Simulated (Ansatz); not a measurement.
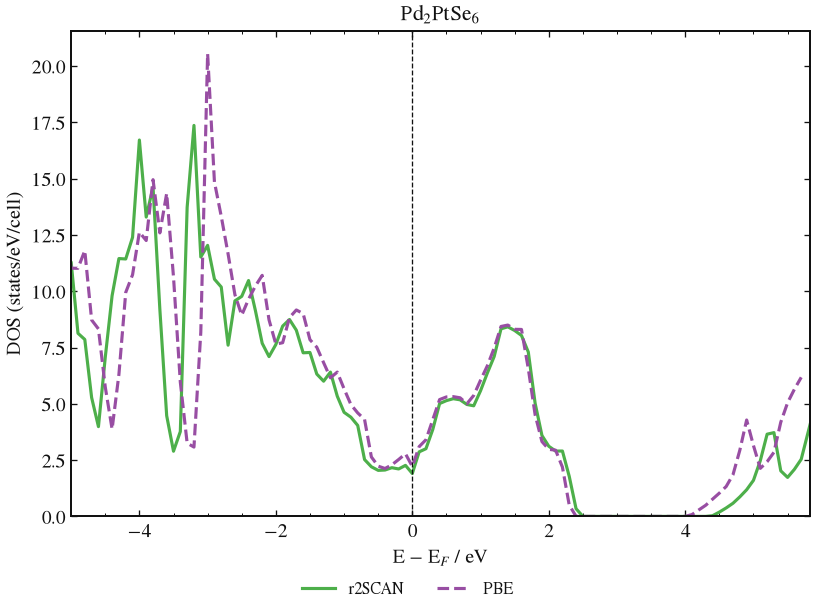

Total densities of states of Pd2PtSe6, space group P-31m, 9 atoms in the cell, by two methods on the same cell. Each is counted from its own Fermi level.

> What changes from one method to the other?

r2SCAN gives a metal with about 2.4 states per eV and cell at the Fermi level and PBE gives a metal with about 2.8 states per eV and cell at the Fermi level. In the window shown, the tallest filled peak lies at −3.2 eV in r2SCAN and −3.0 eV in PBE.

Settings. r2SCAN: DFT r2SCAN, scalar-relativistic, plane waves, PAW, no spin polarisation, 6×6×8 k mesh, 500 eV cutoff (Ansatz). PBE: DFT PBE, scalar-relativistic, plane waves, PAW, no spin polarisation, 6×6×8 k mesh, 420 eV cutoff, Gaussian smearing of 0.1 eV (Ansatz).

The structure is an invented one, so it need not be a known or stable phase. Spin-orbit coupling is left out, which matters for Pt.
